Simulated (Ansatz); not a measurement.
# Mg2C (model cell, started as cuprite): a soft mode frozen in, part 2 of 2

Wanted: the energy along a soft mode of Mg2C (model cell, started as cuprite) and the structure at the end.

Ansatz 0.2.0; DFT PBE, scalar-relativistic, plane waves, PAW.

So far, highest frequency on the path or at a solved wavevector (cm⁻¹): step 2 (response at finite wavevector) 626. Also lowest frequency on the path (cm⁻¹): step 2 -54.6.

The structure was built from a prototype and need not be the compound's stable phase.

### Step 4. The mode frozen in, largest atomic shift 0.14 Å

The atoms are moved along the unstable eigenvector, the largest shift by 0.14 Å, with the cell fixed.

File input.yaml:

```yaml
crystal:
  lattice:
    - [4.8390002607, 4.8390002607, 0.0]
    - [4.8390002607, 0.0, 4.8390002607]
    - [4.8390002607, 0.0, -4.8390002607]
  atoms:
    - { symbol: C, position: [0.0, 0.0, 0.0] }
    - { symbol: C, position: [0.0, 0.5, 0.5] }
    - { symbol: C, position: [0.5, 0.25, 0.75] }
    - { symbol: C, position: [0.5, 0.75, 0.25] }
    - { symbol: Mg, position: [0.2705649, 0.1044351, 0.8747839438] }
    - { symbol: Mg, position: [0.2294351, 0.6455649, 0.3752160562] }
    - { symbol: Mg, position: [0.7294351, 0.1252160562, 0.8955649] }
    - { symbol: Mg, position: [0.7705649, 0.6247839438, 0.3544351] }
    - { symbol: Mg, position: [0.2705649, 0.625, 0.8546511561] }
    - { symbol: Mg, position: [0.2294351, 0.125, 0.3953488439] }
    - { symbol: Mg, position: [0.7294351, 0.1453488439, 0.375] }
    - { symbol: Mg, position: [0.7705649, 0.6046511561, 0.875] }
kpoints:
  mp_grid: { grid: [6, 6, 6] }
hamiltonian:
  xc: pbe
scf:
  occupations: { method: methfessel_paxton, width: 0.15 }
output:
  forces: true
  stress: true
  eigenvalues: true
```

Run with:

```
ansatz run input.yaml --threads 8 --pin off --max-ram 14336MiB --backend cpu --events-out ev --progress --plain --runs-dir out
```

Numbers of over 12 decimals in the logs are rounded to 6 here.

Log:

```text
[...]
Crystal: 12 atoms, lattice volume = 226.619 Å³
Basis set: ecut = 420 eV, 4477 PW (Γ), exchange–correlation on 96×96×96 points (8 copies of the dense FFT grid, shifted against one another)
Bands: 60, of which v1, the nominal top of the filled ones, is band 48 counted from 1 (47 counted from 0)
Symmetry: 8 space group operations
[...]
k-points: 46 of 216
[...]
k-point 0: bands = [... 44 lower, 2.7794, 3.7194, 4.4278, 4.4280, 4.4379, 5.1895, 5.2183, 8.3552, ... 6 higher]
  k-point 1: bands = [... 44 lower, 3.1181, 3.1418, 4.3793, 4.3842, 5.0028, 5.5583, 5.5854, 7.9443, ... 6 higher]
  k-point 2: bands = [... 44 lower, 3.4665, 3.8739, 4.1969, 4.2108, 5.7987, 6.3848, 6.4111, 7.4034, ... 6 higher]
  k-point 45: bands = [... 44 lower, 3.7942, 3.7942, 4.1367, 4.1367, 5.5494, 5.5494, 6.6712, 6.6712, ... 6 higher]
[key lines of the parts left out:]
SCF converged after 6 iterations
Free energy (F): -16386.449567 eV
Fermi energy:    4.446652 eV
P = ⅓ Tr σ = -0.3199 GPa (-3.199 kbar)
```

Elapsed: 3.8 s, on 8 threads of Arm Neoverse V1, shared host; peak memory 1.1 GiB; 28 s of CPU time.

Numbers from this step:

```
pressure                         : -0.3199 GPa
energy from the undistorted cell : -0.447 meV/atom
```

The energy, extrapolated to zero smearing, is -0.45 meV/atom against the undistorted cell.

The run ends at a pressure of -0.32 GPa, with forces up to 0.0040 eV/Å.

### Step 5. Energy along the mode, all amplitudes (two of the runs are shown above)

An imaginary frequency means negative curvature, so the energy should fall and then rise again as anharmonic terms take over.

Numbers from this step:

| Property | Result |
| --- | --- |
| depth at the lowest point sampled | 0.447 meV/atom |
| largest atomic shift at that point | 0.14 Å |

Table of energy from the parent by largest atomic shift:

```tsv
largest atomic shift (Å)	energy from the parent (meV/atom)
0.000	0
0.040	-0.053
0.080	-0.194
0.140	-0.447
0.220	-0.336
0.320	2.09
0.450	13.2
```

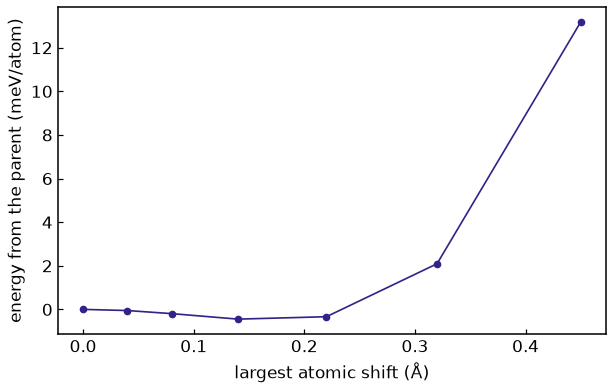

Energy from the parent, plotted against largest atomic shift.

Displacement at unit largest shift by atom:

```tsv
atom	x (Å)	y (Å)	z (Å)	size
C1	0.000	0.000	0.000	0.000
C2	0.000	0.000	0.000	0.000
C3	0.000	0.000	0.000	0.000
C4	0.000	0.000	0.000	0.000
Mg5	-0.007	0.711	-0.703	1.000
Mg6	0.007	-0.711	0.703	1.000
Mg7	0.007	-0.711	-0.703	1.000
Mg8	-0.007	0.711	0.703	1.000
Mg9	0.007	0.711	0.703	1.000
Mg10	-0.007	-0.711	-0.703	1.000
Mg11	-0.007	-0.711	0.703	1.000
Mg12	0.007	0.711	-0.703	1.000
```

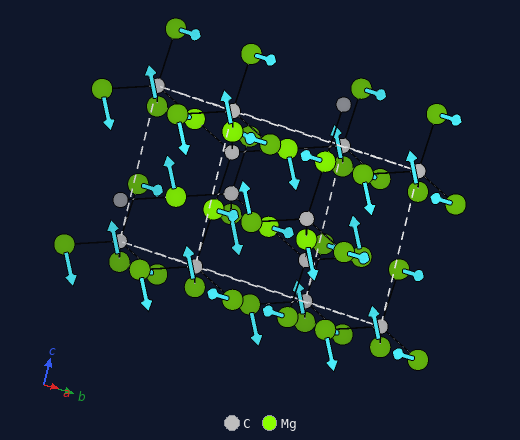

Displacement at unit largest shift as arrows, the longest 1.000 Å. Some periodic images of atoms are drawn too.

The lowest of the steps tried is at 0.14 Å, 0.447 meV/atom below the parent; the bottom of the well need not coincide with a step.

### Step 6. Relaxation from the frozen mode

Starting from the lowest point found, all atoms and the cell are let go, so that strain and other modes of the same symmetry can join in.

Changes to input.yaml since step 4:

```diff
@@ -28 +28,6 @@
   eigenvalues: true
+relax:
+  adjacent_minimum: "off"
+  f_tol: 0.002
+  max_steps: 120
+  cell: { stress_tol: 0.03 }
```

Log:

```text
[...]
Crystal: 12 atoms, lattice volume = 226.619 Å³
Basis set: ecut = 420 eV, 4477 PW (Γ), exchange–correlation on 96×96×96 points (8 copies of the dense FFT grid, shifted against one another)
Bands: 60, of which v1, the nominal top of the filled ones, is band 48 counted from 1 (47 counted from 0)
Symmetry: 8 space group operations
[...]
k-points: 46 of 216
[...]
SCF iter   1: F=—  HF=-16386.455694 eV  |F-HF|=—  |Δ(HF+E_count)|=         —  Δρ=3.01e-3  dr2=3.87e-2  ethr=1.77e-3  ⟨swp⟩=6.9  Hψ=11849  notcnv=0
[...]
SCF iter   6: F=-16386.449567 eV  HF=-16386.449567 eV  |F-HF|=8.00e-10  |Δ(HF+E_count)|=   1.21e-7  S|Δr|=    0.00e0  Δρ=2.34e-6  dr2=6.99e-9  ethr=1.04e-10  ⟨swp⟩=8.7  Hψ=11295  notcnv=0
SCF 1 converged in 6 iterations: F = -16386.449567 eV  dr2 = 6.99e-9
[...]
relax step   1: F+E_penalty+E_count = -16386.44956716 eV  Δ(F+E_penalty+E_count) = +0.000e0 eV  max|allowed force component| = 2.942e-3 eV/Å  Δτ_max = 0.0000 Å  P = -0.320 GPa  Ω = 226.619 Å³  (6 SCF iters, dr2 threshold 1.00e-7 eV, accepted)
Crystal: 12 atoms, lattice volume = 225.683 Å³
Basis set: ecut = 420 eV, 4413 PW (Γ), exchange–correlation on 96×96×96 points (8 copies of the dense FFT grid, shifted against one another)
[...]
SCF iter   4: F=-16386.458572 eV  HF=-16386.458572 eV  |F-HF|=2.12e-7  |Δ(HF+E_count)|=   5.92e-6  S|Δr|=    0.00e0  Δρ=1.44e-5  dr2=4.61e-7  ethr=6.92e-10  ⟨swp⟩=4.6  Hψ=12395  notcnv=0
SCF 2 converged in 4 iterations: F = -16386.458572 eV  dr2 = 4.61e-7
relax step   2: F+E_penalty+E_count = -16386.45857193 eV  Δ(F+E_penalty+E_count) = -9.005e-3 eV  max|allowed force component| = 1.357e-2 eV/Å  Δτ_max = 0.0037 Å  P = -0.101 GPa  Ω = 225.683 Å³  energy of the carried Pulay correction = +5.190e-4 eV  (4 SCF iters, dr2 threshold 6.65e-7 eV, accepted)
Crystal: 12 atoms, lattice volume = 221.209 Å³
Basis set: ecut = 420 eV, 4297 PW (Γ), exchange–correlation on 96×96×96 points (8 copies of the dense FFT grid, shifted against one another)
[...]
SCF iter   7: F=-16386.551301 eV  HF=-16386.551301 eV  |F-HF|=9.27e-9  |Δ(HF+E_count)|=   8.74e-8  S|Δr|=    0.00e0  Δρ=4.45e-6  dr2=5.24e-8  ethr=2.58e-10  ⟨swp⟩=5.4  Hψ=9185  notcnv=0
SCF 3 converged in 7 iterations: F = -16386.551301 eV  dr2 = 5.24e-8
relax step   3: F+E_penalty+E_count = -16386.55130113 eV  Δ(F+E_penalty+E_count) = -9.273e-2 eV  max|allowed force component| = 9.708e-2 eV/Å  Δτ_max = 0.0572 Å  P = +0.483 GPa  Ω = 221.209 Å³  energy of the carried Pulay correction = +3.028e-3 eV  (7 SCF iters, dr2 threshold 2.48e-7 eV, accepted)
[... from here on, the SCF cycles and remarks between the steps are left out ...]
relax step   4: F+E_penalty+E_count = -16386.78756961 eV  Δ(F+E_penalty+E_count) = -2.363e-1 eV  max|allowed force component| = 2.339e-1 eV/Å  Δτ_max = 0.1037 Å  P = +0.545 GPa  Ω = 215.364 Å³  energy of the carried Pulay correction = +6.383e-3 eV  (6 SCF iters, dr2 threshold 1.20e-6 eV, accepted)
relax step   5: F+E_penalty+E_count = -16387.44917681 eV  Δ(F+E_penalty+E_count) = -6.616e-1 eV  max|allowed force component| = 4.486e-1 eV/Å  Δτ_max = 0.1916 Å  P = +0.498 GPa  Ω = 203.920 Å³  energy of the carried Pulay correction = +1.322e-2 eV  (6 SCF iters, dr2 threshold 1.20e-6 eV, accepted)
relax step   6: F+E_penalty+E_count = -16388.37380239 eV  Δ(F+E_penalty+E_count) = -9.246e-1 eV  max|allowed force component| = 4.826e-1 eV/Å  Δτ_max = 0.1987 Å  P = +0.019 GPa  Ω = 195.089 Å³  energy of the carried Pulay correction = +1.874e-2 eV  (7 SCF iters, dr2 threshold 1.20e-6 eV, accepted)
relax step   7: F+E_penalty+E_count = -16389.33242329 eV  Δ(F+E_penalty+E_count) = -9.586e-1 eV  max|allowed force component| = 5.078e-1 eV/Å  Δτ_max = 0.1948 Å  P = +0.428 GPa  Ω = 182.880 Å³  energy of the carried Pulay correction = +2.678e-2 eV  (5 SCF iters, dr2 threshold 1.20e-6 eV, accepted)
relax step   8: F+E_penalty+E_count = -16390.08079559 eV  Δ(F+E_penalty+E_count) = -7.484e-1 eV  max|allowed force component| = 3.264e-1 eV/Å  Δτ_max = 0.1919 Å  P = -0.956 GPa  Ω = 178.075 Å³  energy of the carried Pulay correction = +3.008e-2 eV  (5 SCF iters, dr2 threshold 1.20e-6 eV, accepted)
relax step   9: F+E_penalty+E_count = -16390.50935523 eV  Δ(F+E_penalty+E_count) = -4.286e-1 eV  max|allowed force component| = 2.706e-1 eV/Å  Δτ_max = 0.1952 Å  P = +0.420 GPa  Ω = 167.573 Å³  energy of the carried Pulay correction = +3.756e-2 eV  (6 SCF iters, dr2 threshold 1.20e-6 eV, accepted)
relax step  10: F+E_penalty+E_count = -16390.94299116 eV  Δ(F+E_penalty+E_count) = -4.336e-1 eV  max|allowed force component| = 1.228e-1 eV/Å  Δτ_max = 0.2000 Å  P = +1.316 GPa  Ω = 162.102 Å³  energy of the carried Pulay correction = +4.162e-2 eV  (6 SCF iters, dr2 threshold 1.20e-6 eV, accepted)
relax step  11: F+E_penalty+E_count = -16390.70021935 eV  Δ(F+E_penalty+E_count) = +2.428e-1 eV  max|allowed force component| = 1.975e-1 eV/Å  Δτ_max = 0.1907 Å  P = -6.666 GPa  Ω = 177.505 Å³  energy of the carried Pulay correction = +3.047e-2 eV  (7 SCF iters, dr2 threshold 1.20e-6 eV, rejected (line search))
relax step  12: F+E_penalty+E_count = -16391.03104760 eV  Δ(F+E_penalty+E_count) = -8.806e-2 eV  max|allowed force component| = 7.157e-2 eV/Å  Δτ_max = 0.0930 Å  P = -0.208 GPa  Ω = 163.708 Å³  energy of the carried Pulay correction = +4.042e-2 eV  (10 SCF iters, accepted)
relax step  13: F+E_penalty+E_count = -16391.06470596 eV  Δ(F+E_penalty+E_count) = -3.366e-2 eV  max|allowed force component| = 1.775e-2 eV/Å  Δτ_max = 0.1000 Å  P = +0.029 GPa  Ω = 162.680 Å³  energy of the carried Pulay correction = +4.119e-2 eV  (5 SCF iters, dr2 threshold 6.12e-7 eV, accepted)
relax step  14: F+E_penalty+E_count = -16391.06754351 eV  Δ(F+E_penalty+E_count) = -2.838e-3 eV  max|allowed force component| = 3.247e-3 eV/Å  Δτ_max = 0.0333 Å  P = -0.000 GPa  Ω = 162.675 Å³  energy of the carried Pulay correction = +4.119e-2 eV  (6 SCF iters, dr2 threshold 3.58e-8 eV, accepted)
relax step  15: F+E_penalty+E_count = -16391.06766234 eV  Δ(F+E_penalty+E_count) = -1.188e-4 eV  max|allowed force component| = 3.775e-4 eV/Å  Δτ_max = 0.0079 Å  P = +0.010 GPa  Ω = 162.655 Å³  energy of the carried Pulay correction = +4.121e-2 eV  (6 SCF iters, dr2 threshold 6.59e-10 eV, accepted)
relax step  16: F+E_penalty+E_count = -16391.07462783 eV  Δ(F+E_penalty+E_count) = -6.965e-3 eV  max|allowed force component| = 3.771e-4 eV/Å  Δτ_max = 0.0000 Å  P = +0.060 GPa  Ω = 162.655 Å³  stress off target by 3.26e-1 GPa  SCF on the basis re-selected at this cell (its energy is not comparable with the rows above)  (6 SCF iters)
relax step  17: F+E_penalty+E_count = -16391.07463402 eV  Δ(F+E_penalty+E_count) = -6.183e-6 eV  max|allowed force component| = 1.061e-3 eV/Å  Δτ_max = 0.0003 Å  P = -0.045 GPa  Ω = 162.840 Å³  energy of the carried Pulay correction = -1.591e-4 eV  (4 SCF iters, dr2 threshold 2.66e-7 eV, accepted)
relax step  18: F+E_penalty+E_count = -16391.07475230 eV  Δ(F+E_penalty+E_count) = -1.183e-4 eV  max|allowed force component| = 8.951e-5 eV/Å  Δτ_max = 0.0003 Å  P = +0.000 GPa  Ω = 162.761 Å³  energy of the carried Pulay correction = -9.068e-5 eV  (4 SCF iters, dr2 threshold 6.60e-8 eV, accepted)
[...]
SCF iter   5: F=-16391.074853 eV  HF=-16391.074853 eV  |F-HF|=7.28e-12  |Δ(HF+E_count)|=  4.73e-11  S|Δr|=    0.00e0  Δρ=7.91e-8  dr2=9.54e-12  ethr=1.00e-12  ⟨swp⟩=7.3  Hψ=9560  notcnv=0
SCF 19 converged in 5 iterations: F = -16391.074853 eV  dr2 = 9.54e-12
relax step  19: F+E_penalty+E_count = -16391.07485316 eV  Δ(F+E_penalty+E_count) = -1.009e-4 eV  max|allowed force component| = 1.164e-4 eV/Å  Δτ_max = 0.0000 Å  P = +0.001 GPa  Ω = 162.761 Å³  stress off target by 9.05e-4 GPa  SCF on the basis re-selected at this cell (its energy is not comparable with the rows above)  (5 SCF iters)
[...]
SCF converged after 5 iterations
[...]
Free energy (F): -16391.074853 eV
[...]
Internal energy: -16391.074901 eV  (E = F + TS)
E sigma→0 (E₀):  -16391.074865 eV
Entropy (-TS):   0.000048 eV (0.004 meV/atom)
Fermi energy:    7.928866 eV
[...]
--- Forces (eV/Å), atoms counted from 1 ---
  atom   1  C     -0.00000000    -0.00000000     0.00000000
  atom   2  C      0.00000000     0.00000000     0.00000000
  atom   3  C     -0.00000000    -0.00000000     0.00000000
  atom   4  C      0.00000000     0.00000000     0.00000000
  atom   5  Mg     0.00005987    -0.00011642    -0.00005926
  atom   6  Mg    -0.00005987     0.00011642     0.00005926
  atom   7  Mg    -0.00005987     0.00011642    -0.00005926
  atom   8  Mg     0.00005987    -0.00011642     0.00005926
  atom   9  Mg    -0.00005987    -0.00011642     0.00005926
  atom  10  Mg     0.00005987     0.00011642    -0.00005926
  atom  11  Mg     0.00005987     0.00011642     0.00005926
  atom  12  Mg    -0.00005987    -0.00011642    -0.00005926
  max |Σ_I F_I| component: 1.73e-18 eV/Å
--- Stress (GPa, compression-positive) ---
        0.000567       0.000000       0.000000
        0.000000       0.000629       0.000000
        0.000000       0.000000       0.000905
  P = ⅓ Tr σ = 0.0007 GPa (0.007 kbar)
--- Band table (eV; the first three rows and the last of 46) ---
  k-point 0: bands = [... 44 lower, 6.0282, 7.5384, 7.5384, 7.5384, 8.2832, 8.9024, 10.7181, 10.7181, ... 8 higher]
  k-point 1: bands = [... 44 lower, 5.9009, 6.6881, 7.3605, 7.4816, 8.9046, 9.7003, 10.4560, 10.6360, ... 8 higher]
  k-point 2: bands = [... 44 lower, 6.4137, 6.5699, 6.8773, 7.3102, 10.1573, 10.2237, 10.6793, 10.7122, ... 8 higher]
  k-point 45: bands = [... 44 lower, 6.6681, 6.6681, 6.6681, 6.6681, 8.2832, 8.2832, 10.3317, 10.3317, ... 8 higher]
--- Relaxed structure (17 steps of the walk, 16 accepted, 2 SCFs on fresh bases) ---
  F+E_penalty+E_count = -16391.07485316 eV   max|allowed force component| = 1.164e-4 eV/Å   (the final SCF, on the basis selected at the relaxed cell)
  cell:  # Å, volume = 162.7607 Å³
    - [5.459881, 3.860722, 0.0]
    - [5.459881, 0.0, 3.860715]
    - [5.459881, 0.0, -3.860715]
  atoms:
    - { symbol: C, position: [-7.169759795490751e-19, 4.923520963077785e-19, 2.234861039768756e-19] }
    - { symbol: C, position: [-7.169759795490763e-19, 0.5, 0.5] }
    - { symbol: C, position: [0.500000, 0.250000, 0.750000] }
    - { symbol: C, position: [0.500000, 0.75, 0.25] }
    - { symbol: Mg, position: [0.500013, -0.125012, 0.874998] }
    - { symbol: Mg, position: [-1.2505291663126627e-5, 0.875012, 0.375002] }
    - { symbol: Mg, position: [0.499987, 0.125002, 1.125012] }
    - { symbol: Mg, position: [1.000013, 0.624998, 0.124988] }
    - { symbol: Mg, position: [0.500013, 0.624999, 0.624989] }
    - { symbol: Mg, position: [-1.2505291663126806e-5, 0.125001, 0.625011] }
    - { symbol: Mg, position: [0.499987, 0.375011, 0.375001] }
    - { symbol: Mg, position: [1.000013, 0.374989, 0.874999] }
```

Run time: 87 s. Hardware: 8 threads; peak memory 1.1 GiB; 11 min of CPU time.

Relaxation path:

```tsv
step	energy less that of the first step (eV)	largest force component (eV/Å)	pressure (GPa)	volume (Å³)
1	0.0000	0.0029	-0.32	226.62
2	-0.0090	0.0136	-0.10	225.68
3	-0.1017	0.0971	0.48	221.21
4	-0.3380	0.2339	0.54	215.36
5	-0.9996	0.4486	0.50	203.92
6	-1.9242	0.4826	0.02	195.09
7	-2.8829	0.5078	0.43	182.88
8	-3.6312	0.3264	-0.96	178.08
9	-4.0598	0.2706	0.42	167.57
10	-4.4934	0.1228	1.32	162.10
11	-4.2507	0.1975	-6.67	177.51
12	-4.5815	0.0716	-0.21	163.71
13	-4.6151	0.0177	0.03	162.68
14	-4.6180	0.0032	0.00	162.68
15	-4.6181	0.0004	0.01	162.66
16*	-4.6251	0.0004	0.06	162.66
17	-4.6251	0.0011	-0.04	162.84
18	-4.6252	0.0001	0.00	162.76
19*	-4.6253	0.0001	0.00	162.76
```

Relaxation steps marked * repeat the geometry before them on a plane-wave basis chosen anew for their cell, so energy and pressure can jump there. Relaxation step 11 was tried and not accepted.

Forces are held to the 8 operations that the run works with; a distortion that breaks them can't arise in this run.

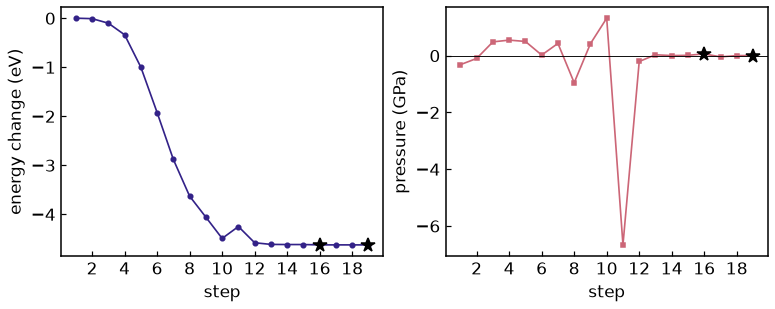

Energy and pressure along the relaxation. Stars mark steps on a basis chosen anew.

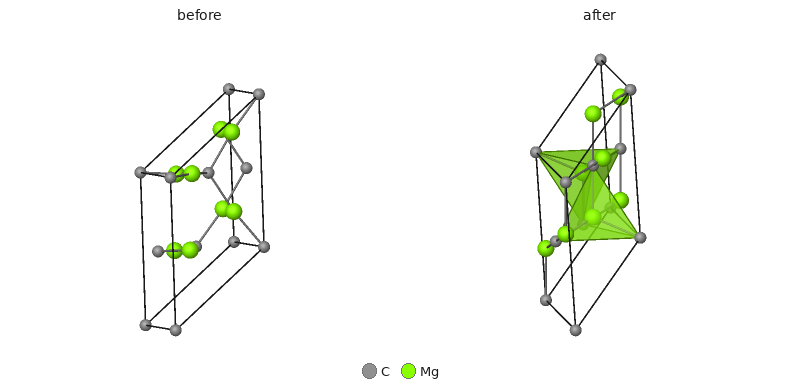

Before and after, at one scale. Bonds to atoms that aren't drawn are left out.

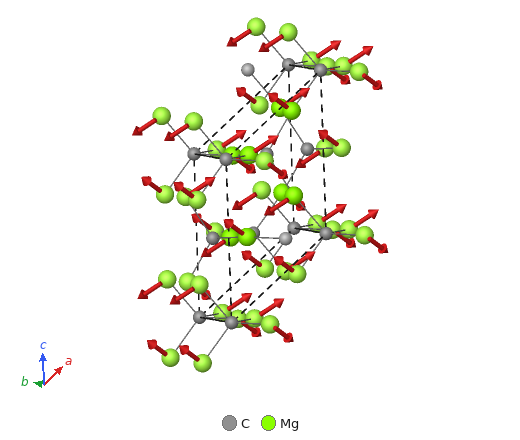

Displacements in the relaxation, scaled, measured against the changing cell; the longest in the cell stands for 1.25 Å. Some periodic images of atoms are drawn too.

```tsv
cell as run	before	after	change
a (Å)	6.843	6.687	-2.3 %
b (Å)	6.843	6.687	-2.3 %
c (Å)	6.843	6.687	-2.3 %
α (°)	90.00	70.53	-21.6 %
β (°)	60.00	48.19	-19.7 %
γ (°)	60.00	48.19	-19.7 %
volume (Å³/atom)	18.88	13.56	-28.2 %
```

The atoms that moved most (Å, as changes of fractional coordinates times the final cell):

```tsv
atom	dx	dy	dz	length
Mg9	-0.001	0.886	0.887	1.253
Mg5	0.001	0.886	-0.887	1.253
Mg10	0.001	-0.886	-0.887	1.253
Mg8	0.001	0.886	0.887	1.253
Mg7	-0.001	-0.886	-0.887	1.253
Mg11	0.001	-0.886	0.887	1.253
Mg6	-0.001	-0.886	0.887	1.253
Mg12	-0.001	0.886	-0.887	1.253
```

The relaxed structure:

```
C Mg
1.0
     5.45988    3.86072    0.00000
     5.45988    0.00000    3.86071
     5.45988    0.00000   -3.86071
C Mg
4 8
Direct
  0.00000 0.00000 0.00000
  0.00000 0.50000 0.50000
  0.50000 0.25000 0.75000
  0.50000 0.75000 0.25000
  0.50001 0.87499 0.87500
  0.99999 0.87501 0.37500
  0.49999 0.12500 0.12501
  0.00001 0.62500 0.12499
  0.50001 0.62500 0.62499
  0.99999 0.12500 0.62501
  0.49999 0.37501 0.37500
  0.00001 0.37499 0.87500
```

This step gave:

```yaml
pressure: 7.00e-4 GPa
volume_per_atom: 13.56 Å³
gap_on_the_k_mesh: 0.7447 eV
```

The distorted start has space group Fddd; the relaxation ends in Fm-3m.

### Step 7. What came out

| Quantity | Value |
| --- | --- |
| unstable mode of the parent | q = (-0.5, -0.5, -0.5), 32i cm⁻¹ |
| depth at the lowest point sampled | 0.447 meV/atom |
| largest atomic shift at that point | 0.14 Å |
| space group reached (within 0.01 Å) | Fm-3m |
| energy gained over the parent (first relaxation, on the mesh of the frozen mode) | 386 meV/atom |
| volume per atom, phase reached | 13.6 Å³ |
| gap on the k-mesh, phase reached | 0.745 eV |

Along this mode the structure falls into Fm-3m, 386 meV/atom below the parent. At the parent's cell the well is 0.447 meV/atom deep on the steps tried, with its lowest point at a shift of 0.14 Å. Relaxing atoms and cell changes the gain by +385.26 meV/atom against the lowest step (energies at zero smearing). Most of the total comes from this relaxation. The modes of the phase reached were not computed on this path. How so shallow a well moves with the k mesh was not tested. Of the 5 patterns followed to their end from this parent, this one ends 9.62 meV/atom above the lowest, P4_2/mnm. Each path keeps the symmetry of its pattern, so a lower phase may lie along a pattern not tried. With no gap, or one that is small against the smearing, the frequencies hang on the k mesh and the smearing, most of all near Kohn anomalies. The volume moved by more than a tenth on the k mesh of the start, so the energy gain is rough. The starting cell was built on a prototype and not taken from a measurement, so the phase need not exist.

[Logs are printed without paths, hosts, clocks, repeated set-up lines and the standing remarks that a program may print on its own settings, such as how far it seeks lower states.]

[Hosts, paths, dates, database ids (printed as entryN), source tags and the programs' standing remarks are cut or masked in the printed files.]
